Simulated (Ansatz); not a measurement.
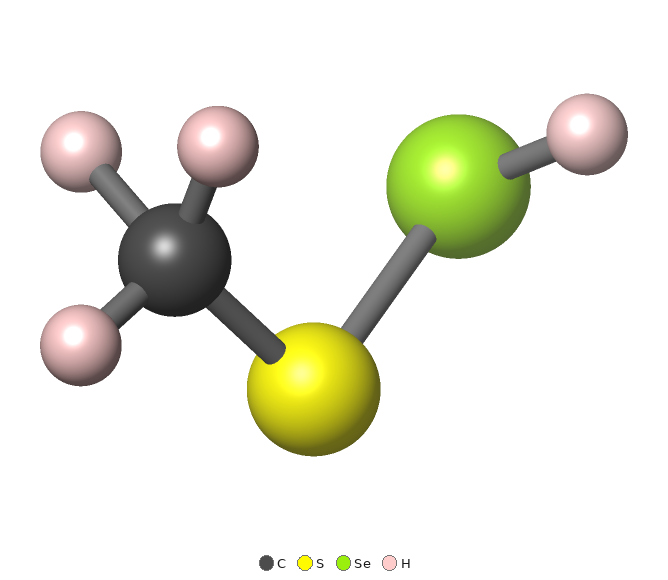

Geometry: atoms displaced at random (about 0.1 Å) from a stationary point of GFN2-xTB. Program: Ansatz 0.2.0.

Compare dipole (D) at these levels: BHLYP-D4/def2-TZVPP; PBE-D4/def2-TZVPP; PBE0-D4/def2-TZVPP; RHF-CCSD(T) (frozen core)/def2-TZVPP; r2SCAN-D4/def2-TZVPP; r2SCANh-D4/def2-TZVPP; ωB97M-V/def2-TZVPP.

| level | dipole (D) |
| --- | --- |
| BHLYP-D4/def2-TZVPP | 1.58 |
| PBE-D4/def2-TZVPP | 1.50 |
| PBE0-D4/def2-TZVPP | 1.58 |
| RHF-CCSD(T) (frozen core)/def2-TZVPP | 1.52 |
| r2SCAN-D4/def2-TZVPP | 1.59 |
| r2SCANh-D4/def2-TZVPP | 1.61 |
| ωB97M-V/def2-TZVPP | 1.53 |
